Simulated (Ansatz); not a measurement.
Consider Cl₂GaH₂N (GaCl2(NH2)) (charge +1, doublet).

Input

```
crystal:
  periodic: [false, false, false]
  atoms:
    - {symbol: Ga, position_ang: [0.496397, 0.849852, 0.016040]}
    - {symbol: Cl, position_ang: [2.499601, 0.426782, 0.366190]}
    - {symbol: Cl, position_ang: [-0.850627, 2.396485, -0.312434]}
    - {symbol: N, position_ang: [-0.520059, -0.890377, -0.016911]}
    - {symbol: H, position_ang: [-1.536626, -0.965712, -0.175016]}
    - {symbol: H, position_ang: [-0.088686, -1.817022, 0.122132]}
basis:
  gaussian: {orbitals: def2-TZVP, initial_orbitals: start.molden}
total_charge: 1
magnetization: {spin_polarized: true, initial_magnetization: 1}
hamiltonian: {xc: pbe0, dispersion: d4}
scf: {omitted_lower_state_checks: [starts]}
output: {orbitals: {seedname: orbitals}}
```

Launched as:

```sh
ansatz run in.yaml --threads 4 --pin off --events-out ev --progress --plain --max-ram 3916MiB
```

Geometry: PBE0-D4/def2-SVP.

These are results of Ansatz, UKS PBE0-D4/def2-TZVP, not measurements.

> What will maps of the electron density, electron localisation function and spin density show?

Ga–N (2.02 Å): ρ is about 0.62 e/Å³ halfway; the ELF peaks at about 0.95 in the valence shell of N, 0.6 Å from its nucleus, and is about 0.35 at the midpoint.
Ga–Cl (2.08 Å): the density is about 0.83 e/Å³ at the midpoint; the ELF peaks at about 0.80 in the valence shell of Cl, 0.9 Å from its nucleus, and is about 0.55 at the midpoint.
N–H (1.03 Å): ρ is about 3 e/Å³ halfway; the ELF climbs to about 1 towards the hydrogen, as it does in any bond to H: a covalent bond by its length.
The unpaired spin (1 electron) lies mostly on N4 (about 0.9), in electrons by Hirshfeld's partition.

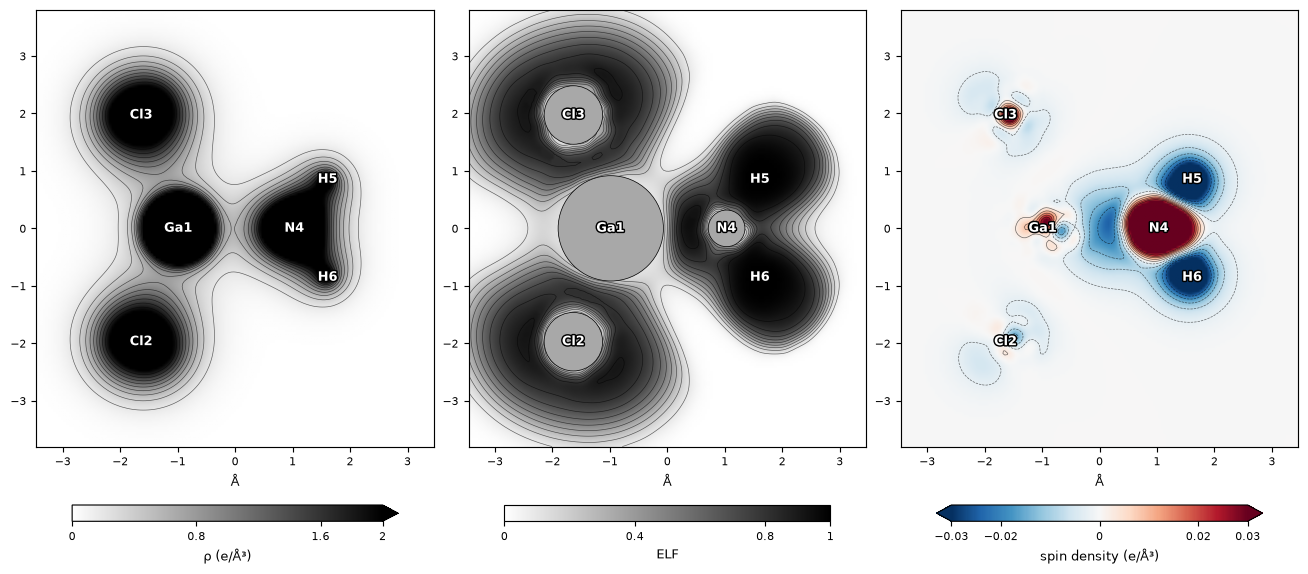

Computed electron density, electron localisation function and spin density on the molecular plane, in this order. Grey discs cover the atomic cores in the ELF map. 
